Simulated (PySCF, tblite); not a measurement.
# C4H7BO2S− (doublet): geometry, infrared bands and EPR parameters

Aim: predict the infrared bands and EPR parameters of C4H7BO2S− (doublet) (`C[C]([S-])B1OCCO1`).

The runs use tblite 0.8.0 and PySCF 2.14.0, with density-fitted response routines of our own; the level of theory stands in each step. All values are computed, except where a source is named. Atoms count from 0, in the outputs and in this text.

## (1) Starting geometry

15 atoms, charge -1, multiplicity 2; geometry from: force field or distance geometry start.

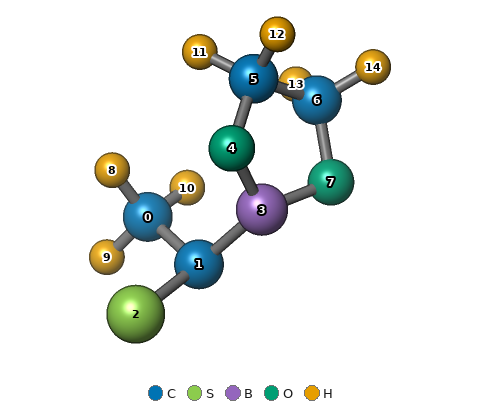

As it starts; carbon blue, sulfur green, boron purple, oxygen teal, hydrogen amber, atoms numbered; sticks join atoms by distance.

## (2) Optimising the geometry with GFN2-xTB

The job: settings as JSON, then the geometry in Å.

```
{"job": {"kind": "relax", "xc": "GFN2-xTB", "basis": "xTB"}, "charge": -1, "multiplicity": 2}
C      1.910400    -0.582600     0.080300
C      1.415700     0.291300    -1.088800
S      2.394100     1.777600    -1.180700
B     -0.134100     0.655100    -0.973100
O     -0.567900     1.504700     0.132700
C     -1.325700     0.607200     0.886600
C     -1.662500    -0.600100     0.003100
O     -1.091400    -0.393800    -1.253200
H      1.790400    -0.049500     1.050300
H      2.969000    -0.834000    -0.058100
H      1.323800    -1.531000     0.112500
H     -0.742700     0.288800     1.785800
H     -2.255800     1.111800     1.242200
H     -1.259500    -1.542400     0.449800
H     -2.768300    -0.695100    -0.096200
```

On the command line:

```bash
$ OMP_NUM_THREADS=1 python probes_run.py task.json out
```

One launch serves the whole session: the jobs run in the order shown.

Output:

```text
step      E/eV     max force
  0    -678.45232    2.151
  1    -678.66086    1.461
  2    -678.80679    0.914
  3    -678.84360    0.820
  4    -678.90608    0.553
  5    -678.93599    0.471
  6    -678.99093    0.630
  7    -679.02974    0.594
  8    -679.08827    0.705
  9    -679.14413    0.580
 10    -679.20545    0.583
 11    -679.25818    0.563
 12    -679.30590    0.477
 13    -679.35176    0.505
 14    -679.39852    0.626
 15    -679.44270    0.539
 16    -679.48771    0.604
 17    -679.53146    0.660
 18    -679.52684    1.441
 19    -679.59437    0.520
 20    -679.61717    0.380
 21    -679.66411    0.474
 22    -679.69395    0.569
 23    -679.73611    0.625
 24    -679.77521    0.450
 25    -679.81485    0.496
 26    -679.84673    0.488
 27    -679.88844    0.558
 28    -679.91629    0.708
 29    -679.95320    0.456
 30    -679.98511    0.422
 31    -680.02403    0.487
 32    -680.06363    0.508
 33    -680.11897    0.442
 34    -680.14919    0.542
 35    -680.15842    0.393
 36    -680.17344    0.252
 37    -680.18111    0.210
 38    -680.19567    0.147
 39    -680.19926    0.156
 40    -680.20423    0.209
 41    -680.20924    0.240
 42    -680.21682    0.250
 43    -680.22442    0.219
 44    -680.23162    0.210
 45    -680.23832    0.188
 46    -680.24621    0.221
 47    -680.25576    0.221
 48    -680.26508    0.287
 49    -680.27171    0.269
 50    -680.27595    0.177
 51    -680.27951    0.149
 52    -680.28242    0.150
 53    -680.28642    0.158
 54    -680.28929    0.157
 55    -680.29238    0.158
 56    -680.29503    0.138
 57    -680.29841    0.147
 58    -680.30141    0.176
 59    -680.30474    0.185
 60    -680.30707    0.162
 61    -680.30990    0.152
 62    -680.31196    0.153
 63    -680.31632    0.157
 64    -680.31988    0.149
 65    -680.32344    0.161
 66    -680.32633    0.160
 67    -680.32886    0.113
 68    -680.33061    0.181
 69    -680.33230    0.106
 70    -680.33349    0.084
 71    -680.33422    0.062
 72    -680.33477    0.047
 73    -680.33509    0.038
 74    -680.33524    0.027
 75    -680.33533    0.019
 76    -680.33538    0.014
 77    -680.33541    0.013
 78    -680.33544    0.012
 79    -680.33547    0.014
 80    -680.33551    0.022
 81    -680.33557    0.027
 82    -680.33565    0.025
 83    -680.33572    0.021
 84    -680.33579    0.019
 85    -680.33587    0.019
 86    -680.33598    0.023
 87    -680.33611    0.026
 88    -680.33625    0.028
 89    -680.33639    0.029
 90    -680.33655    0.031
 91    -680.33672    0.037
 92    -680.33685    0.029
 93    -680.33693    0.018
 94    -680.33698    0.016
 95    -680.33702    0.017
 96    -680.33704    0.014
 97    -680.33707    0.014
 98    -680.33709    0.017
 99    -680.33714    0.021
100    -680.33724    0.031
101    -680.33740    0.040
102    -680.33755    0.032
103    -680.33765    0.020
104    -680.33774    0.021
105    -680.33786    0.028
106    -680.33803    0.044
107    -680.33829    0.053
108    -680.33854    0.050
109    -680.33884    0.041
110    -680.33908    0.045
111    -680.33976    0.079
112    -680.34041    0.063
113    -680.34084    0.107
114    -680.34128    0.025
115    -680.34141    0.020
116    -680.34153    0.040
117    -680.34159    0.033
118    -680.34174    0.023
119    -680.34185    0.020
120    -680.34197    0.022
121    -680.34206    0.025
122    -680.34218    0.026
123    -680.34224    0.030
124    -680.34234    0.029
125    -680.34242    0.023
126    -680.34250    0.025
127    -680.34258    0.016
128    -680.34266    0.014
129    -680.34269    0.012
130    -680.34269    0.015
131    -680.34270    0.003
```

Wall time 1.3 s (1 thread of Arm Neoverse N1, shared host).

Along the way: (not every step is listed)

| step | energy from step 0 (eV) | largest force (eV/Å) |
| --- | --- | --- |
| 0 | 0.0000 | 2.1508 |
| 1 | -0.2085 | 1.4606 |
| 2 | -0.3545 | 0.9138 |
| 3 | -0.3913 | 0.8196 |
| 4 | -0.4538 | 0.5534 |
| 5 | -0.4837 | 0.4714 |
| 6 | -0.5386 | 0.6298 |
| 7 | -0.5774 | 0.5941 |
| 8 | -0.6359 | 0.7046 |
| 19 | -1.1421 | 0.5203 |
| 30 | -1.5328 | 0.4216 |
| 41 | -1.7569 | 0.2400 |
| 52 | -1.8301 | 0.1496 |
| 63 | -1.8640 | 0.1570 |
| 74 | -1.8829 | 0.0266 |
| 85 | -1.8836 | 0.0191 |
| 96 | -1.8847 | 0.0137 |
| 107 | -1.8860 | 0.0533 |
| 118 | -1.8894 | 0.0234 |
| 126 | -1.8902 | 0.0249 |
| 127 | -1.8903 | 0.0164 |
| 128 | -1.8903 | 0.0145 |
| 129 | -1.8904 | 0.0117 |
| 130 | -1.8904 | 0.0149 |
| 131 | -1.8904 | 0.0030 |

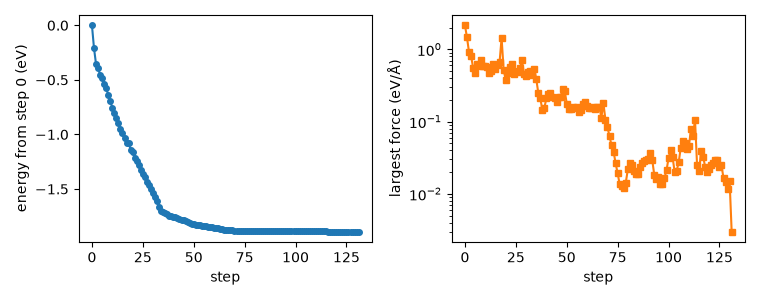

Energy and force, step by step.

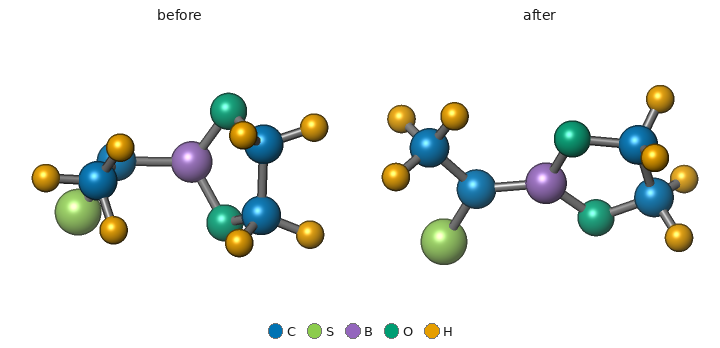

Before and after, at one scale.

Close pairs (by a distance rule), those that changed most:

| bond | before (Å) | after (Å) | change (Å) |
| --- | --- | --- | --- |
| C1–B3 | 1.596 | 1.487 | -0.109 |
| C1–S2 | 1.782 | 1.715 | -0.067 |
| B3–O4 | 1.460 | 1.412 | -0.049 |
| C0–C1 | 1.541 | 1.510 | -0.032 |
| C0–H10 | 1.116 | 1.090 | -0.026 |
| C0–H8 | 1.113 | 1.094 | -0.019 |
| C5–H11 | 1.118 | 1.101 | -0.017 |
| C6–H13 | 1.118 | 1.102 | -0.016 |

The final coordinates are the input of the step that follows.

## (3) Vibrational analysis with GFN2-xTB

The job: settings as JSON, then the geometry in Å.

```
{"job": {"kind": "ir", "xc": "GFN2-xTB", "basis": "xTB"}, "charge": -1, "multiplicity": 2}
C      2.447519    -0.748850    -0.546649
C      1.634102     0.480723    -0.221847
S      2.499451     1.961661    -0.231071
B      0.181254     0.379396     0.079610
O     -0.718277     1.419466     0.399270
C     -1.986908     0.894872     0.608251
C     -1.857823    -0.634418     0.399790
O     -0.525148    -0.867478     0.082430
H      3.270385    -0.871180     0.164364
H      2.893044    -0.669791    -1.543120
H      1.814609    -1.635631    -0.511947
H     -2.327008     1.135963     1.627634
H     -2.697489     1.340698    -0.105508
H     -2.127785    -1.190696     1.311846
H     -2.504340    -0.986746    -0.419861
```

Output:

```text
mode    cm-1     km/mol
  1      64.3      1.20
  2      71.2      0.07
  3      93.0      0.19
  4     115.3      3.73
  5     115.5      3.74
  6     265.8      1.27
  7     285.1      3.17
  8     350.5      1.35
  9     484.9      3.79
 10     489.8     52.44
 11     716.8      2.27
 12     725.6     19.37
 13     850.1     53.91
 14     853.2      4.02
 15     949.3    243.41
 16     961.2     33.44
 17    1012.9      0.84
 18    1046.9     40.19
 19    1088.0     17.32
 20    1104.2    380.93
 21    1111.4      4.06
 22    1117.3      0.03
 23    1195.3      4.61
 24    1200.9      0.14
 25    1301.4     28.91
 26    1303.7     11.99
 27    1373.8    134.20
 28    1399.3    264.63
 29    1486.7      3.36
 30    1491.4      0.05
 31    1506.9     13.32
 32    1507.1      0.80
 33    2796.1      7.99
 34    2817.9    226.68
 35    2849.3     83.21
 36    2860.6    220.30
 37    2908.8     76.13
 38    2937.6     72.42
 39    2990.1     56.98
```

Run time: 0.73 s. Hardware: 1 thread of Arm Neoverse N1, shared host.

The strongest bands and the atoms that carry them (share of the mass-weighted mode):

| cm⁻¹ | km/mol | atoms |
| --- | --- | --- |
| 949 | 243.4 | B3 60 %, O4 15 % |
| 1104 | 380.9 | C5 31 %, O4 27 %, C6 14 %, O7 11 % |
| 1374 | 134.2 | H10 22 %, C0 17 %, B3 16 %, H8 15 % |
| 1399 | 264.6 | B3 34 %, C1 28 %, H8 13 %, H9 13 % |
| 2818 | 226.7 | H12 31 %, H11 29 %, H13 16 %, H14 15 % |
| 2849 | 83.2 | H14 36 %, H13 34 %, H11 13 %, H12 12 % |
| 2861 | 220.3 | H11 36 %, H12 34 %, H14 13 %, H13 13 % |
| 2909 | 76.1 | H9 47 %, H8 44 % |

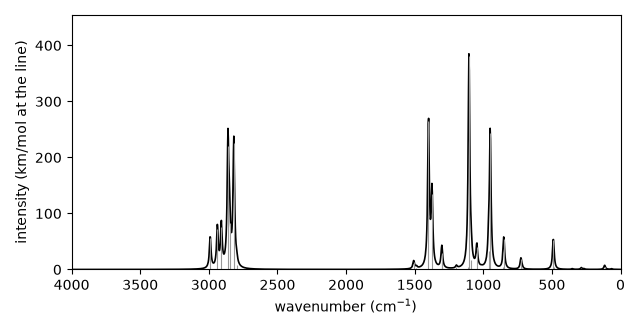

The infrared spectrum from these modes, unscaled. Lines are broadened to a width of 14 cm⁻¹ (Lorentzian).

## (4) EPR parameters: B3LYP/pcH-1

Settings changed since step 3:

```diff
@@ -1,2 +1,2 @@
-{"job": {"kind": "ir", "xc": "GFN2-xTB", "basis": "xTB"}, "charge": -1, "multiplicity": 2}
+{"job": {"kind": "epr", "basis": "pcH-1"}, "charge": -1, "multiplicity": 2}
 C      2.447519    -0.748850    -0.546649
```

Level: UKS B3LYP, pcH-1 on B C H O S, non-relativistic, mean-field spin-orbit, GIAO.

Output:

```text
UKS, coarse grid
  cycle   1  E = -730.07510779  |g| = 6.74e-01
  cycle   2  E = -729.86229771  |g| = 1.03e+00
  cycle   3  E = -730.25701056  |g| = 1.06e-01
  cycle   4  E = -730.26103351  |g| = 5.43e-02
  cycle   5  E = -730.26234641  |g| = 1.40e-02
  cycle   6  E = -730.26241299  |g| = 7.40e-03
  cycle   7  E = -730.26244336  |g| = 1.79e-03
  cycle   8  E = -730.26244522  |g| = 6.80e-04
UKS, final grid
  cycle   1  E = -730.26249698  |g| = 9.32e-04
  cycle   2  E = -730.26249592  |g| = 1.74e-03
  cycle   3  E = -730.26249749  |g| = 1.66e-04
  cycle   4  E = -730.26249750  |g| = 6.04e-05
  cycle   5  E = -730.26249750  |g| = 3.62e-05
  cycle   6  E = -730.26249750  |g| = 9.50e-06
E = -730.26249750 Eh   <S^2> = 0.7521 (exact 0.7500)
g shifts (ppm)      1          2          3
  rmc          -178       -178       -178
  gc             -5         37         51
  oz_so        -213       9691      25217
  total        -396       9551      25091
hyperfine (MHz)  atom isotope    a_iso     a_fc   dipolar eigenvalues
    0   13C     -17.91     -17.93     -1.11     -0.42      1.53
    1   13C      21.84      21.26    -35.40    -33.87     69.27
    2   33S       7.94       6.90    -40.01    -37.32     77.33
    3   11B     -10.51     -10.43    -11.28     -6.32     17.60
    4   17O      -2.22      -2.23     -9.49      4.29      5.20
    5   13C      -1.42      -1.42     -0.39     -0.33      0.72
    6   13C      -1.69      -1.70     -0.41     -0.35      0.75
    7   17O      -3.37      -3.44    -11.93      5.48      6.46
    8    1H      38.43      38.42     -3.02     -2.08      5.10
    9    1H      38.80      38.78     -3.02     -2.08      5.10
   10    1H       0.53       0.51     -3.11     -2.57      5.68
   11    1H       2.08       2.08     -1.03     -0.88      1.91
   12    1H       2.10       2.10     -1.03     -0.88      1.91
   13    1H       2.67       2.67     -1.06     -0.90      1.96
   14    1H       2.65       2.65     -1.06     -0.90      1.96
```

Run time: 2.3 min. Hardware: 1 thread of Arm Neoverse N1, shared host; peak memory 1.1 GiB.

Principal g values 2.00192, 2.01187, 2.02741; g(iso) = 2.01373, against 2.00232 for a free electron.

Hyperfine couplings; where a row names several nuclei, a(iso) is their mean (it holds for fast rotation or exchange) and the dipolar term the largest among them:

| nuclei | isotope | a(iso) (MHz) | a(iso) (G, at g = 2.0023) | largest dipolar term (MHz) |
| --- | --- | --- | --- | --- |
| H8, H9, H10 | 1H | 25.9 | 9.2 | 5.7 |
| C1 | 13C | 21.8 | 7.8 | 69.3 |
| C0 | 13C | -17.9 | -6.4 | 1.5 |
| B3 | 11B | -10.5 | -3.8 | 17.6 |
| S2 | 33S | 7.9 | 2.8 | 77.3 |
| O4, O7 | 17O | -2.8 | -1.0 | -11.9 |
| H11, H12, H13, H14 | 1H | 2.4 | 0.8 | 2.0 |
| C5, C6 | 13C | -1.6 | -0.6 | 0.8 |

Mulliken spin populations:

C0 -0.03; C1 0.37; S2 0.43; B3 0.15; O4 0.02; C5 0.00; C6 0.00; O7 0.02; H8 0.02; H9 0.02; H10 0.00; H11 0.00; H12 0.00; H13 0.00; H14 0.00

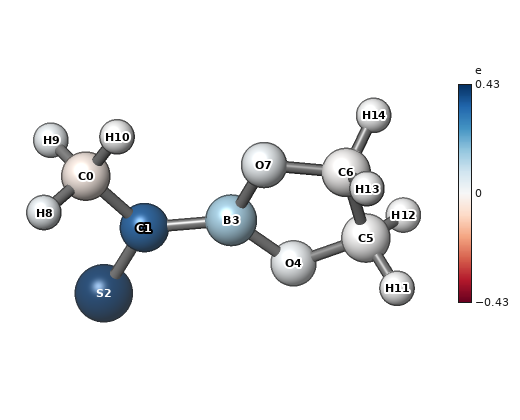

Mulliken spin populations, as colours on the atoms.

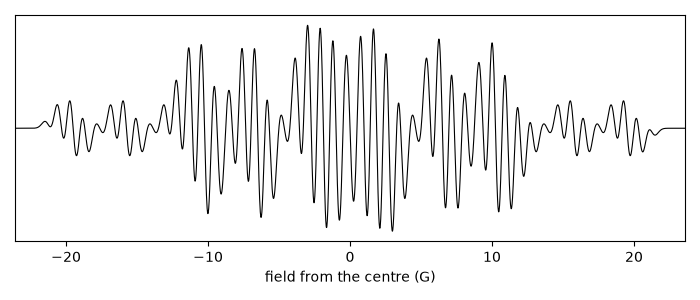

First-order isotropic spectrum (first derivative, main isotopes with spin only, couplings over 0.8 MHz, Gaussian width 0.3 G; couplings of the frozen geometry, rotation of groups not averaged beyond the rows shown).

The fields below are evaluated on a grid from the run's orbitals.

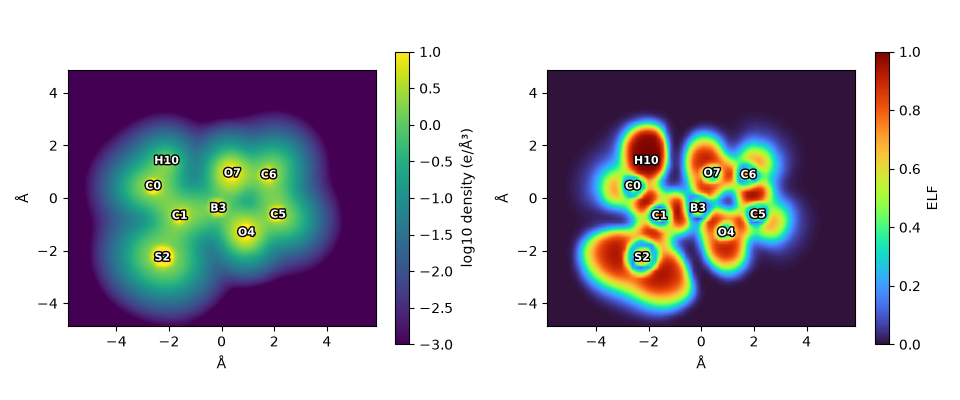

Density (left) and ELF (right) in a plane through or near 9 of the atoms.

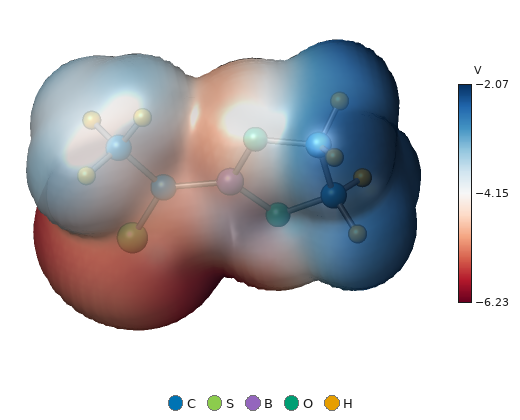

The potential that a unit positive charge feels on the 0.002 e/bohr³ surface, from -6.23 V near O4 to -2.07 V near H14.

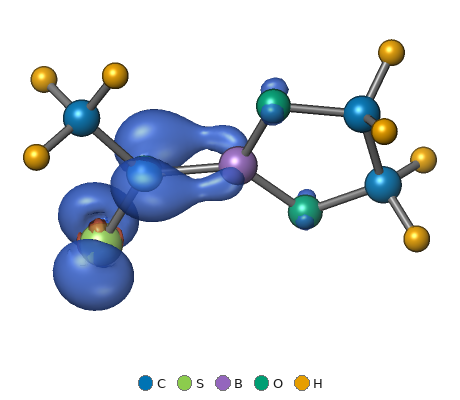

Spin density at ±0.07 e/Å³ (alpha excess blue, beta excess red).

## (5) What came out

```
                                 quantity                        value
strongest single infrared mode (GFN2-xTB)        1104 cm⁻¹, 381 km/mol
             zero-point energy (GFN2-xTB)                68.3 kcal/mol
                           g(iso) (B3LYP)                      2.01373
                                     ⟨S²⟩           0.752 (exact 0.75)
       largest a(iso) (averaged by class)  1H on H8, H9, H10, 25.9 MHz
```

What this shows: The optimisation took 131 steps and gained 1.890 eV; among the close pairs (by a distance rule), C1–B3 changed most, from 1.596 to 1.487 Å. All 39 modes are real, so the xTB geometry is a minimum. The strongest single mode, at 1104 cm⁻¹, is carried by C5, O4, C6, O7. GFN2-xTB is a fitted tight-binding method: band positions and strengths are rough. Its intensities can rank the bands wrongly. The largest spin populations lie on S2 (0.43 e), C1 (0.37 e). The isotropic g lies 11.4 ppt above the free-electron value. These values are for one conformer; the search (at its own cheap level) found 1 more, at 0.34 kcal/mol, and measured spectra average over such forms.
